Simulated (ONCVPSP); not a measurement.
# Co: pseudopotential generation

- system: cobalt (Co, Z = 27), core [Ne] 3s2, reference valence 3p6 3d7 4s1 (an ion of charge +1), valence charge 15.
- method: ONCV potential, PBE, scalar-relativistic, made with ONCVPSP 4.0.1

**What the run reported**

| quantity | value |
| --- | --- |
| outcome | ended with an error |
| hardware | 1 CPU thread, shared host |

**Diagnosis**

The generator stopped with the message “optimize: ERROR ps0norm > uunorm, code will stop”. In words: the continuity conditions at rc already need more norm inside rc than the all-electron wave has, so norm conservation cannot be met. It was at work on the s channel when it stopped.

**Input file**
```
# ATOM AND REFERENCE CONFIGURATION
# atsym  z   nc   nv     iexc    psfile
  Co 27.00    4    3        4      upf
#
#   n    l    f
    1    0    2.00
    2    0    2.00
    2    1    6.00
    3    0    2.00
    3    1    6.00
    3    2    7.00
    4    0    1.00
#
# PSEUDOPOTENTIAL AND OPTIMIZATION
# lmax
    2
#
#   l,   rc,      ep,       ncon, nbas, qcut
    0    1.65    0.00    4    8    3.00
    1    0.75    0.00    5    8   10.40
    2    1.00    0.00    4    9   17.10
#
# LOCAL POTENTIAL
# lloc, lpopt,  rc(5),   dvloc0
    4    1    0.50   -1.00
#
# VANDERBILT-KLEINMAN-BYLANDER PROJECTORs
# l, nproj, debl
    0    2    2.70
    1    2    3.60
    2    2    0.80
#
# MODEL CORE CHARGE
# icmod, fcfact, rcfact
    0    0.00    0.00
#
# LOG DERIVATIVE ANALYSIS
# epsh1, epsh2, depsh
   -4.00    5.00    0.02
#
# OUTPUT GRID
# rlmax, drl
    6.00    0.01
#
# TEST CONFIGURATIONS
# ncnf
    4
# nvcnf
#   n    l    f
    3
    3    1    6.00
    3    2    7.00
    4    0    2.00
#
    3
    3    1    6.00
    3    2    7.00
    4    0    0.00
#
    3
    3    1    6.00
    3    2    6.00
    4    0    0.00
#
    4
    3    1    6.00
    3    2    7.00
    4    0    0.00
    4    1    2.00
#
```

Launched with:
```bash
oncvpsp.x < Co.dat > Co.out
```

**Output (extracts)**
```
ONCVPSP  (Optimized Norm-Conservinng Vanderbilt PSeudopotential)
scalar-relativistic version 4.0.1

#   n    l    f        energy (Ha)
    1    0    2.00    -2.7936759E+02
    2    0    2.00    -3.3356916E+01
    2    1    6.00    -2.8614568E+01
    3    0    2.00    -4.0874579E+00
    3    1    6.00    -2.7367660E+00
    3    2    7.00    -6.2324404E-01
    4    0    1.00    -4.6903058E-01

Reference configufation results
  iterations    31
  all-electron total energy (Ha)   -1.39281409D+03

Begin loop to  construct optimized pseudo wave functions
and semi-local pseudopoentials for all angular momenta

   Wellstate for l =  0  n =  6
     eigenvalue =   2.2310
     asymptotic potential =   2.7310
     half-point radius =  3.5617

Calculating optimized projector #   1

 for l=   0

    Fraction of norm inside rc  0.134566
    Optimizing pswf for qcut=   3.01 a_B^-1,  ecut=   4.52 Ha

optimize: ERROR ps0norm > uunorm, code will stop
```

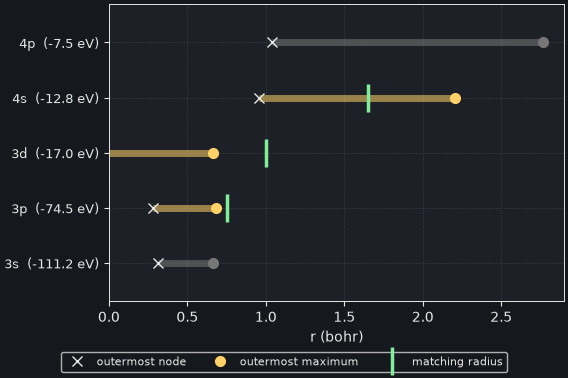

*Outer shells of the all-electron reference atom: each bar runs from the outermost node (or the nucleus) to the outermost maximum of u(r); the tick is the radius chosen for the pseudo-wave. Shells without a tick have no pseudo-wave of their own. Levels, nodes and maxima are from ld1.x, scalar-relativistic.*

- Radii against the shells: 3p: 0.75 bohr, outside the maximum; 3d: 1.00 bohr, outside the maximum; 4s: 1.65 bohr, between node and maximum.
